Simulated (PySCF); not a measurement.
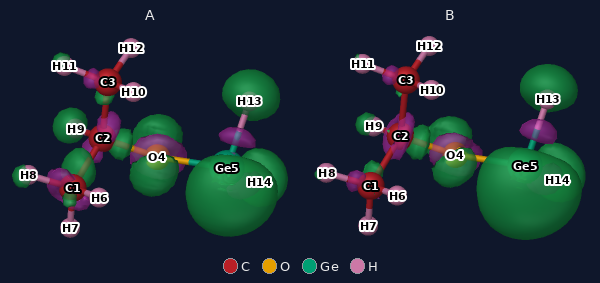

Figure. C₃H₉GeO, doublet, SMILES `CC(C)[O][GeH2]`. The two Fukui functions at ±0.03 e/Å³ (green positive, purple negative).

Method: PBE0/def2-SVP; geometry: GFN2-xTB; program: PySCF. No frequency check shows the geometry to be a minimum. GFN2-xTB bond lengths at metals and heavier atoms can be off by up to 0.1 Å and shapes distorted, which carries into these values. GFN2-xTB doesn't know the spin state, so this open-shell geometry is rough.

Coordinates in Å:

```
C1       2.0266    1.1316    0.4224
C2       1.4990    0.0092   -0.4707
C3       1.7104   -1.3509    0.1854
O4       0.1583    0.2325   -0.7983
Ge5     -1.3337    0.0430    0.1502
H6       1.5018    1.1080    1.3773
H7       1.8466    2.0945   -0.0491
H8       3.0927    1.0119    0.5955
H9       2.0418    0.0358   -1.4284
H10      1.2057   -1.3690    1.1516
H11      2.7700   -1.5435    0.3308
H12      1.2874   -2.1323   -0.4420
H13     -1.5058   -1.5552    0.3101
H14     -2.2455    0.3757   -1.0885
```

Which panel is f⁻ (electron removed) and which f⁺ (electron added)?

Answer. A is f⁻, B is f⁺. f⁻ (Hirshfeld-condensed) is largest on Ge5 (0.41); the vertical ionisation energy is 8.41 eV (to the singlet cation, which needn't be its lowest state). f⁺ (Hirshfeld-condensed) is largest on Ge5 (0.52); the vertical electron affinity is 1.11 eV (to the singlet anion, which needn't be its lowest state; the anion's highest orbital has positive energy, so this value and f⁺ depend on the basis).

Cost of the run: 2.3 min on 1 thread of Intel(R) Xeon(R) Processor @ 2.50GHz (Skylake/Cascade Lake), on a shared host, peak memory 0.67 GiB.
